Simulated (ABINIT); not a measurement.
## A GW chain in ABINIT: CsPbI2Br (P4/mmm)

How does a plane-wave GW calculation on CsPbI2Br (P4/mmm) run from the first input to the gap?

Calculated with ABINIT 10.8.3; PBE and many-body steps on it, plane waves.

## Step 1: The structure

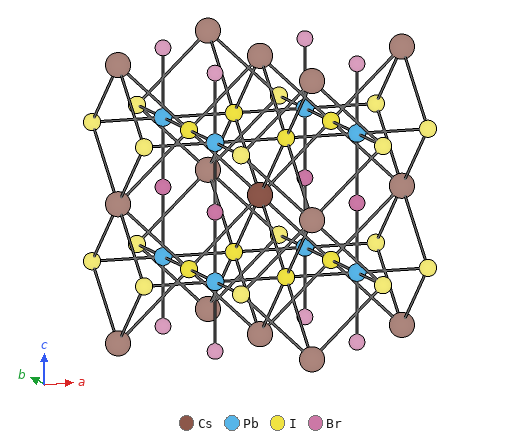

The starting structure, seen slightly off an axis (caesium brown, lead blue, iodine yellow, bromine pink). Some periodic images of atoms are drawn too.

Coordinates:

```cif
data_structure
_symmetry_space_group_name_H-M 'P4/mmm'
_symmetry_Int_Tables_number 123
_cell_length_a 6.3753
_cell_length_b 6.3753
_cell_length_c 5.9622
_cell_angle_alpha 90.000
_cell_angle_beta 90.000
_cell_angle_gamma 90.000
_cell_volume 242.33
loop_
_atom_site_label
_atom_site_type_symbol
_atom_site_symmetry_multiplicity
_atom_site_Wyckoff_symbol
_atom_site_fract_x
_atom_site_fract_y
_atom_site_fract_z
_atom_site_occupancy
Cs1 Cs 1 d 0.50000 0.50000 0.50000 1
Pb1 Pb 1 a 0.00000 0.00000 0.00000 1
I1 I 2 f 0.00000 0.50000 0.00000 1
Br1 Br 1 b 0.00000 0.00000 0.50000 1
```

The cell and positions are those that the Materials Project relaxed with its own functionals (PBE, PBE+U or r2SCAN), kept fixed. Spin-orbit coupling is left out unless a step names it.

## Step 2: Ground state

This step: ABINIT 10.8.3; DFT, PBE, plane waves, norm-conserving pseudopotentials.

The ground-state density comes first.

run.abi reads:

```
acell 3*1.0 Angstrom
rprim 
  6.375296000000 0.000000000000 0.000000000000
  0.000000000000 6.375296000000 0.000000000000
  0.000000000000 0.000000000000 5.962220000000
ntypat 4
znucl 55 82 53 35
natom 5
typat 1 2 3 3 4
xred 
  0.500000000000 0.500000000000 0.500000000000
  0.000000000000 0.000000000000 0.000000000000
  0.000000000000 0.500000000000 0.000000000000
  0.500000000000 0.000000000000 0.000000000000
  0.000000000000 0.000000000000 0.500000000000
pp_dirpath "pseudos"
pseudos "Cs.upf, Pb.upf, I.upf, Br.upf"
ecut 34
ngkpt 4 4 4
nshiftk 1
shiftk 0 0 0
kptopt 1
chksymbreak 0
nband 55
occopt 1
tolvrs 1e-08
nstep 60
prtwf 0
optforces 0
optstress 0
indata_prefix "in"
outdata_prefix "out"
tmpdata_prefix "tmp"
```

Run with:

```
$ OMP_NUM_THREADS=1 mpirun -n 4 abinit run.abi > log
```

Numbers of over 12 decimals in the logs are rounded to 6 here.

Output:

```text
.Version 10.8.3 of ABINIT. v10.8.2 released Aug 2026.

 Symmetries : space group P4/m m m (#123); Bravais tP (primitive tetrag.)
================================================================================
 Values of the parameters that define the memory need of the present run
     intxc =       0    ionmov =       0      iscf =       7    lmnmax =       8
     lnmax =       8     mgfft =      64  mpssoang =       4    mqgrid =    3163
     natom =       5  nloc_mem =       1    nspden =       1   nspinor =       1
    nsppol =       1      nsym =      16    n1xccc =    2501    ntypat =       4
    occopt =       1   xclevel =       2
-    mband =          55        mffmem =           1         mkmem =           5
       mpw =       15510          nfft =      245760          nkpt =          18
================================================================================
  Rough estimation (10% accuracy) of disk space for files :
================================================================================

--------------------------------------------------------------------------------
------------- Echo of variables that govern the present computation ------------
--------------------------------------------------------------------------------
 -outvars: echo values of preprocessed input variables --------
            acell      1.8897261259E+00  1.8897261259E+00  1.8897261259E+00 Bohr

      chksymbreak           0
             ecut      3.40000000E+01 Hartree
-          fftalg         312

              ixc     -101130
              kpt      0.00000000E+00  0.00000000E+00  0.00000000E+00
                       2.50000000E-01  0.00000000E+00  0.00000000E+00
                       5.00000000E-01  0.00000000E+00  0.00000000E+00
                       2.50000000E-01  2.50000000E-01  0.00000000E+00
                       5.00000000E-01  2.50000000E-01  0.00000000E+00
                       5.00000000E-01  5.00000000E-01  0.00000000E+00
                       0.00000000E+00  0.00000000E+00  2.50000000E-01
                       2.50000000E-01  0.00000000E+00  2.50000000E-01
                       5.00000000E-01  0.00000000E+00  2.50000000E-01
   [... 7 further rows ...]
                       5.00000000E-01  2.50000000E-01  5.00000000E-01
                       5.00000000E-01  5.00000000E-01  5.00000000E-01
         kptrlatt        4    0    0      0    4    0      0    0    4
          kptrlen      4.50678516E+01
P           mkmem           5
            natom           5
            nband          55
            ngfft          64      64      60
             nkpt          18
            nstep          60
             nsym          16
           ntypat           4
              occ      2.000000  2.000000  2.000000  2.000000  2.000000  2.000000
                       2.000000  2.000000  2.000000  2.000000  2.000000  2.000000
                       2.000000  2.000000  2.000000  2.000000  2.000000  2.000000
                       2.000000  2.000000  2.000000  2.000000  2.000000  2.000000
                       2.000000  2.000000  2.000000  2.000000  2.000000  2.000000
                       2.000000  2.000000  2.000000  2.000000  2.000000  2.000000
                       2.000000  2.000000  2.000000  2.000000  2.000000  2.000000
                       2.000000  2.000000  2.000000  2.000000  2.000000  2.000000
                       2.000000  0.000000  0.000000  0.000000  0.000000  0.000000
                       0.000000
        optforces           0
        optstress           0
            prtwf           0
            rprim      6.3752960000E+00  0.0000000000E+00  0.0000000000E+00
[...]
spgroup         123

           tolvrs      1.00000000E-08

             xred      5.0000000000E-01  5.0000000000E-01  5.0000000000E-01
[...]
znucl       55.00000   82.00000   53.00000   35.00000

================================================================================

 chkinp: Checking input parameters for consistency.

================================================================================
== DATASET  1 ==================================================================
-   mpi_nproc: 4, omp_nthreads: 1 (-1 if OMP is not activated)

--- !DatasetInfo
iteration_state: {dtset: 1, }
dimensions: {natom: 5, nkpt: 18, mband: 55, nsppol: 1, nspinor: 1, nspden: 1, mpw: 15510, }
cutoff_energies: {ecut:  34.0, pawecutdg:  -1.0, }
electrons: {nelect:   9.80000000E+01, charge:   0.00000000E+00, occopt:   1.00000000E+00, tsmear:   1.00000000E-02, }

 Real(R)+Recip(G) space primitive vectors, cartesian coordinates (Bohr,Bohr^-1):
 R(1)= 12.0475634  0.0000000  0.0000000  G(1)=  0.0830043  0.0000000  0.0000000
 R(2)=  0.0000000 12.0475634  0.0000000  G(2)=  0.0000000  0.0830043  0.0000000
 R(3)=  0.0000000  0.0000000 11.2669629  G(3)=  0.0000000  0.0000000  0.0887551
 Unit cell volume ucvol=  1.6353296E+03 bohr^3
 Angles (23,13,12)=  9.00000000E+01  9.00000000E+01  9.00000000E+01 degrees

 getcut: wavevector=  0.0000  0.0000  0.0000  ngfft=  64  64  60
         ecut(hartree)=     34.000   => boxcut(ratio)=   2.02384

--- Pseudopotential description ------------------------------------------------
- Cs Generated using ONCVPSP code by D. R. Hamann
- 55.00000   9.00000  171031                  znucl, zion, pspdat
[...]
12 -101130 3 -1 1188                          pspcod,pspxc,lmax,lloc,mmax
     nproj     2     2     2     2
  pspatm : epsatm=   25.72445091
         --- l  ekb(1:nproj) -->
[...]
pspatm: atomic psp has been read  and splines computed

- Br Generated using ONCVPSP code by D. R. Hamann
- 35.00000  17.00000  171031                  znucl, zion, pspdat
12 -101130 2 -1 1098                          pspcod,pspxc,lmax,lloc,mmax
     nproj     2     2     2     0
  pspatm : epsatm=   32.00824270
         --- l  ekb(1:nproj) -->
[...]
pspatm: atomic psp has been read  and splines computed

   1.30822163E+04                                ecore*ucvol(ha*bohr**3)
--------------------------------------------------------------------------------

_setup2: Arith. and geom. avg. npw (full set) are   15489.672   15489.665

================================================================================

--- !BeginCycle
iteration_state: {dtset: 1, }
solver: {iscf: 7, nstep: 60, nline: 4, wfoptalg: 0, }
tolerances: {tolvrs: 1.00E-08, }

     iter   Etot(hartree)      deltaE(h)  residm     vres2
 ETOT  1  -988.08698486200    -9.881E+02 1.558E+00 1.608E+03
 ETOT  2  -993.70778000267    -5.621E+00 1.933E-02 6.379E+02
 ETOT  3  -993.78037536344    -7.260E-02 7.633E-03 1.553E+02
 ETOT  4  -993.78657589749    -6.201E-03 2.118E-03 4.863E+01
 ETOT  5  -993.78874744095    -2.172E-03 6.692E-04 1.213E+01
 ETOT  6  -993.78909562038    -3.482E-04 5.209E-04 2.680E+00
 ETOT  7  -993.78916579906    -7.018E-05 3.713E-04 2.772E-01
 ETOT  8  -993.78917418542    -8.386E-06 4.265E-04 2.006E-02
 ETOT  9  -993.78917483623    -6.508E-07 7.116E-04 1.682E-03
 ETOT 10  -993.78917491059    -7.436E-08 6.491E-04 1.878E-04
 ETOT 11  -993.78917492284    -1.225E-08 6.947E-04 4.171E-05
 ETOT 12  -993.78917492478    -1.933E-09 4.050E-04 1.091E-05
 ETOT 13  -993.78917492508    -3.002E-10 8.063E-04 1.699E-06
 ETOT 14  -993.78917492526    -1.870E-10 3.127E-04 1.175E-07
 ETOT 15  -993.78917492522     4.070E-11 6.450E-04 4.134E-09

 At SCF step   15       vres2   =  4.13E-09 < tolvrs=  1.00E-08 =>converged.

--- !ResultsGS
iteration_state: {dtset: 1, }
comment   : Summary of ground state results
lattice_vectors:
- [ 12.0475634,   0.0000000,   0.0000000, ]
- [  0.0000000,  12.0475634,   0.0000000, ]
- [  0.0000000,   0.0000000,  11.2669629, ]
lattice_lengths: [  12.04756,   12.04756,   11.26696, ]
lattice_angles: [ 90.000,  90.000,  90.000, ] # degrees, (23, 13, 12)
lattice_volume:   1.6353296E+03
convergence: {deltae:  4.070E-11, res2:  4.134E-09, residm:  6.450E-04, diffor:  0.000E+00, }
etotal    :  -9.93789175E+02
entropy   :   0.00000000E+00
fermie    :   8.79200777E-02
cartesian_stress_tensor: null
pressure_GPa: null
xred      :
- [  5.0000E-01,   5.0000E-01,   5.0000E-01, Cs]
- [  0.0000E+00,   0.0000E+00,   0.0000E+00, Pb]
- [  0.0000E+00,   5.0000E-01,   0.0000E+00,  I]
- [  5.0000E-01,   0.0000E+00,   0.0000E+00,  I]
- [  0.0000E+00,   0.0000E+00,   5.0000E-01, Br]
cartesian_forces: null
force_length_stats: {min: null, max: null, mean: null, }

 Integrated electronic density in atomic spheres:
 ------------------------------------------------
 Atom  Sphere_radius  Integrated_density
[...]
================================================================================

 ----iterations are completed or convergence reached----

 Mean square residual over all n,k,spin=   11.661E-07; max=  64.495E-05
 reduced coordinates (array xred) for    5 atoms
       0.500000000000      0.500000000000      0.500000000000
       0.000000000000      0.000000000000      0.000000000000
       0.000000000000      0.500000000000      0.000000000000
       0.500000000000      0.000000000000      0.000000000000
       0.000000000000      0.000000000000      0.500000000000
 rms dE/dt=  0.0000E+00; max dE/dt=  0.0000E+00; dE/dt below (all hartree)
    1       0.000000000000      0.000000000000      0.000000000000
    2       0.000000000000      0.000000000000      0.000000000000
    3       0.000000000000      0.000000000000      0.000000000000
    4       0.000000000000      0.000000000000      0.000000000000
    5       0.000000000000      0.000000000000      0.000000000000

 cartesian coordinates (angstrom) at end:
    1      3.187648     3.187648     2.981110
    2      0.000000     0.000000     0.000000
    3      0.000000     3.187648     0.000000
    4      3.187648     0.000000     0.000000
    5      0.000000     0.000000     2.981110
 length scales=  1.889726125908  1.889726125908  1.889726125908 bohr
              =  1.000000000000  1.000000000000  1.000000000000 angstroms
 prteigrs : about to open file out_EIG
 Fermi (or HOMO) energy (hartree) =   0.08792   Average Vxc (hartree)=  -0.28071
 Eigenvalues (hartree) for nkpt=  18  k points:
 kpt#   1, nband= 55, wtk=  0.01563, kpt=  0.0000  0.0000  0.0000 (reduced coord)
  -6.35505   -6.35502   -5.04108   -4.39881   -4.39881   -4.39555   -4.39555   -4.39542
  -4.39540   -2.89843   -2.89843   -2.89807   -2.11670   -2.11504   -2.11504   -2.11047
  -2.11046   -1.52678   -1.52647   -1.52571   -1.52511   -1.52511   -1.52437   -1.52221
  -1.52202   -1.52202   -1.52176   -0.69694   -0.52639   -0.52559   -0.52366   -0.52313
  -0.52313   -0.42242   -0.35119   -0.33549   -0.21113   -0.21101   -0.21101   -0.16486
  -0.04946   -0.04102   -0.04102    0.03061    0.03061    0.03961    0.04009    0.04109
   0.04109    0.20408    0.23713    0.25176    0.25931    0.26608    0.26608
 prteigrs : prtvol=0 or 1, do not print more k-points.

--- !EnergyTerms
iteration_state     : {dtset: 1, }
comment             : Components of total free energy in Hartree
kinetic             :  3.53099158949823E+02
hartree             :  4.16972275895042E+02
xc                  : -1.42359144396539E+02
Ewald energy        : -3.83681183242736E+02
psp_core            :  7.99974270940041E+00
local_psp           : -1.19434648052235E+03
non_local_psp       : -5.14735443178594E+01
total_energy        : -9.93789174925224E+02
total_energy_eV     : -2.70423810859650E+04
band_energy         : -1.67431476306265E+02

== END DATASET(S) ==============================================================
================================================================================

 -outvars: echo values of variables after computation  --------
           etotal     -9.9378917493E+02
            nband          55
             nkpt          18
          spgroup         123
 [... the other variables as echoed above ...]

 Calculation completed.
```

Run time: 5.4 min. Hardware: 4 MPI ranks of Intel Xeon Platinum 8375C at 2.90GHz (Ice Lake), shared host; peak memory 0.75 GiB; 22 min of CPU time.

This step gave:

```yaml
total_energy: -27042.3811 eV
gap: 1.485 eV
k_of_the_valence_top: 0.5, 0.5, 0.5
k_of_the_conduction_bottom: 0.5, 0.5, 0.5
least_direct_gap: 1.485 eV
```

The gap is direct, at (0.500, 0.500, 0.500).

[end of part 1 of 3]

[Paths, hosts, dates, memory and timing lines, banners, echoed tables and standing remarks are left out of the program output.]

[Logs are printed without paths, hosts, clocks, repeated set-up lines and the standing remarks that a program may print on its own settings, such as how far it seeks lower states.]

[Runs of the session that timed out or met a known fault of the program may be left out.]

[Hosts, paths, dates, database ids (printed as entryN), source tags and the programs' standing remarks are cut or masked in the printed files.]

[G0W0 gaps are taken among the corrected bands and points alone; a level outside them can change the order at an edge.]

[Where Ansatz stands beside ABINIT at settings called matched, ABINIT's density can come from a denser mesh and the files from another edition; pairs whose starting gaps differed by over 0.03 eV were left out, so agreement reads better than it is.]
